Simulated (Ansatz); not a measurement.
# What a change does: geometry relaxation on C2H6Se

System: C2H6Se.
Method of run A: RHF/def2-SVP (Ansatz 0.2.0).

Text and figures count atoms from 1; the logs count them from 0 in places.

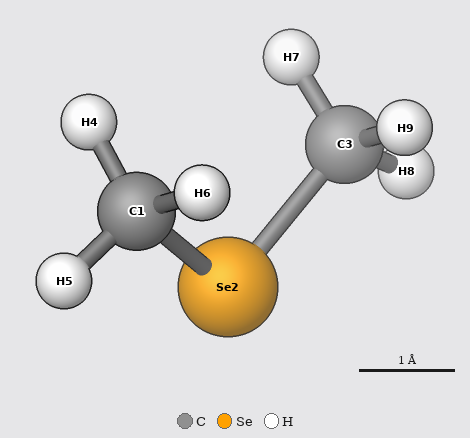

Figure 1. The starting structure (ball-and-stick view, seen at a tilt; atoms are numbered from 1 in the order of the input).

**Input file, run A**
```yaml
crystal:
  periodic: [false, false, false]
  atoms:
    - { symbol: C, position_ang: [1.42629391, -0.36541752, 0.91170559] }
    - { symbol: Se, position_ang: [0.01388698, 0.18106081, -0.33471118] }
    - { symbol: C, position_ang: [-1.49294361, -0.51335544, 0.71133304] }
    - { symbol: H, position_ang: [1.43412898, -1.46561848, 1.0373149] }
    - { symbol: H, position_ang: [2.38912665, -0.04456782, 0.47055689] }
    - { symbol: H, position_ang: [1.29517496, 0.12883216, 1.89394514] }
    - { symbol: H, position_ang: [-1.40733267, -1.60965891, 0.84207644] }
    - { symbol: H, position_ang: [-2.41412183, -0.28752233, 0.14122724] }
    - { symbol: H, position_ang: [-1.54702337, -0.01559247, 1.69907195] }
basis:
  gaussian: { orbitals: def2-SVP }
hamiltonian:
  xc: hf
relax:
  f_tol: 0.002
  max_steps: 150
```

Command:
```bash
ansatz run input.yaml --threads 2 --pin off --max-ram 5120MiB --backend cpu --events-out ev --progress --plain --runs-dir out
```

Hardware: 2 threads of Intel Xeon (Sapphire Rapids), 64 GiB of memory available, shared host.

**Output, shortened to warnings, some set-up lines, iterations and results (run A)**
```
[...]
mean field evaluation 1: about -67447.7833 eV, gradient 2.0e1 eV
mean field evaluation 2: about -67447.8321 eV, gradient 2.0e1 eV
mean field evaluation 4: about -67449.0591 eV, gradient 2.5e0 eV
mean field evaluation 8: about -67449.0780 eV, gradient 1.0e-1 eV
relax step   1: F+E_penalty+E_count = -67449.07806867 eV  Δ(F+E_penalty+E_count) = +0.000e0 eV  max|allowed force component| = 6.730e-1 eV/Å  Δτ_max = 0.0000 Å  (32 SCF …
mean field evaluation 16: about -67449.1184 eV, gradient 1.7e-4 eV
relax step   2: F+E_penalty+E_count = -67449.11837270 eV  Δ(F+E_penalty+E_count) = -4.030e-2 eV  max|allowed force component| = 1.704e-1 eV/Å  Δτ_max = 0.0381 Å  (31 SCF …
relax step   3: F+E_penalty+E_count = -67449.12306243 eV  Δ(F+E_penalty+E_count) = -4.690e-3 eV  max|allowed force component| = 7.690e-2 eV/Å  Δτ_max = 0.0300 Å  (32 SCF …
mean field evaluation 32: about -67449.1240 eV, gradient 1.2e-5 eV
relax step   4: F+E_penalty+E_count = -67449.12404960 eV  Δ(F+E_penalty+E_count) = -9.872e-4 eV  max|allowed force component| = 6.997e-3 eV/Å  Δτ_max = 0.0091 Å  (24 SCF …
relax step   5: F+E_penalty+E_count = -67449.12405339 eV  Δ(F+E_penalty+E_count) = -3.785e-6 eV  max|allowed force component| = 1.247e-2 eV/Å  Δτ_max = 0.0017 Å  (20 SCF …
relax step   6: F+E_penalty+E_count = -67449.12405857 eV  Δ(F+E_penalty+E_count) = -5.187e-6 eV  max|allowed force component| = 2.077e-3 eV/Å  Δτ_max = 0.0003 Å  (19 SCF …
relax step   7: F+E_penalty+E_count = -67449.12405879 eV  Δ(F+E_penalty+E_count) = -2.201e-7 eV  max|allowed force component| = 1.141e-4 eV/Å  Δτ_max = 0.0002 Å  (18 SCF …
981 factors; integrals over basis functions are off by at most 3.9e-4 eV
mean field -67449.12405879 eV, -2478.7095905023 hartree, gradient 2.6e-5 eV, S^2 0.000000; 1 other end points of the search recorded, 0 dependent functions left out
the calculation of the forces begins
reference -67449.12405879 eV, -2478.7095905023 hartree; 26, 26 occupied and 64, 64 virtual orbitals, 981 factors
Total energy: -67449.12405879 eV, -2478.7095905023 hartree
Atom 0 at     1.429102    -0.365862     0.912822 Å, force     0.000043     0.000045    -0.000093 eV/Å
Atom 1 at     0.012784     0.166279    -0.307912 Å, force    -0.000004    -0.000056     0.000114 eV/Å
Atom 2 at    -1.495844    -0.513997     0.712180 Å, force    -0.000035     0.000041    -0.000098 eV/Å
Atom 3 at     1.443132    -1.446977     1.036908 Å, force    -0.000037    -0.000020     0.000014 eV/Å
Atom 4 at     2.371416    -0.046299     0.471645 Å, force    -0.000044    -0.000001    -0.000007 eV/Å
Atom 5 at     1.306036     0.119780     1.878953 Å, force    -0.000049    -0.000002     0.000023 eV/Å
Atom 6 at    -1.417860    -1.591873     0.840648 Å, force     0.000040    -0.000016     0.000019 eV/Å
Atom 7 at    -2.396601    -0.287769     0.144578 Å, force     0.000044     0.000004    -0.000000 eV/Å
Atom 8 at    -1.554975    -0.025122     1.682699 Å, force     0.000043     0.000003     0.000029 eV/Å
Dipole moment:    -0.012100    -0.158924     0.293729 e Å
```

The input of run B differs as follows (lines with − go, lines with + come):
```diff
-  xc: hf
+  xc: lda
```

How does run B compare with run A?

The total energies belong to different methods, so their difference says nothing on which is more stable or more accurate. The functional changes from hf to LDA. On the same kind of shared host run B took about 0.59 times as long.

**Output, shortened to warnings, some set-up lines, iterations and results (run B)**
```
[...]
mean field evaluation 1: about -67386.2691 eV, gradient 6.9e1 eV
mean field evaluation 2: about -67364.5027 eV, gradient 1.1e2 eV
mean field evaluation 4: about -67397.5865 eV, gradient 4.2e0 eV
mean field evaluation 8: about -67397.6395 eV, gradient 3.6e-2 eV
mean field evaluation 16: about -67397.5244 eV, gradient 1.3e-5 eV
relax step   1: F+E_penalty+E_count = -67397.52441270 eV  Δ(F+E_penalty+E_count) = +0.000e0 eV  max|allowed force component| = 5.374e-1 eV/Å  Δτ_max = 0.0000 Å  (25 SCF …
relax step   2: F+E_penalty+E_count = -67397.53797635 eV  Δ(F+E_penalty+E_count) = -1.356e-2 eV  max|allowed force component| = 2.037e-1 eV/Å  Δτ_max = 0.0306 Å  (27 SCF …
relax step   3: F+E_penalty+E_count = -67397.53865981 eV  Δ(F+E_penalty+E_count) = -6.835e-4 eV  max|allowed force component| = 1.795e-1 eV/Å  Δτ_max = 0.0154 Å  (27 SCF …
mean field evaluation 32: about -67397.6507 eV, gradient 5.1e-1 eV
relax step   4: F+E_penalty+E_count = -67397.54033215 eV  Δ(F+E_penalty+E_count) = -1.672e-3 eV  max|allowed force component| = 6.706e-3 eV/Å  Δτ_max = 0.0094 Å  (27 SCF …
relax step   5: F+E_penalty+E_count = -67397.54034135 eV  Δ(F+E_penalty+E_count) = -9.199e-6 eV  max|allowed force component| = 5.409e-3 eV/Å  Δτ_max = 0.0009 Å  (20 SCF …
relax step   6: F+E_penalty+E_count = -67397.54034257 eV  Δ(F+E_penalty+E_count) = -1.219e-6 eV  max|allowed force component| = 9.146e-5 eV/Å  Δτ_max = 0.0002 Å  (17 SCF …
mean field evaluation 64: about -67397.5403 eV, gradient 1.5e-4 eV
mean field -67397.54034257 eV, -2476.8139238957 hartree, gradient 1.9e-5 eV, S^2 0.000000; 1 other end points of the search recorded, 0 dependent functions left out
the calculation of the forces begins
reference -67397.54037048 eV, -2476.8139249215 hartree; 26, 26 occupied and 64, 64 virtual orbitals, 1010 factors
Total energy: -67397.54037048 eV, -2476.8139249215 hartree
Atom 0 at     1.399186    -0.364468     0.905353 Å, force     0.000017    -0.000043     0.000088 eV/Å
Atom 1 at     0.013524     0.176044    -0.325903 Å, force    -0.000000    -0.000031     0.000034 eV/Å
Atom 2 at    -1.465483    -0.509544     0.708849 Å, force    -0.000026    -0.000044     0.000084 eV/Å
Atom 3 at     1.407889    -1.467044     1.033246 Å, force     0.000047    -0.000021    -0.000087 eV/Å
Atom 4 at     2.369447    -0.046979     0.472540 Å, force    -0.000013    -0.000002     0.000012 eV/Å
Atom 5 at     1.268274     0.128944     1.891006 Å, force     0.000036     0.000086    -0.000024 eV/Å
Atom 6 at    -1.380612    -1.608263     0.841965 Å, force    -0.000031    -0.000025    -0.000092 eV/Å
Atom 7 at    -2.394714    -0.288248     0.145741 Å, force     0.000011    -0.000001     0.000014 eV/Å
Atom 8 at    -1.520321    -0.012281     1.699721 Å, force    -0.000041     0.000082    -0.000029 eV/Å
Dipole moment:    -0.010452    -0.137290     0.253730 e Å
```

**The two runs side by side**

| quantity | run A | run B |
| --- | --- | --- |
| outcome | converged | converged |
| total energy (hartree) | −2478.709591 | −2476.813925 |
| largest force (eV/Å) | 0.000 | 0.000 |
| basis functions | 90 | 90 |
| wall time (shared host) | 6.6 s | 3.9 s |
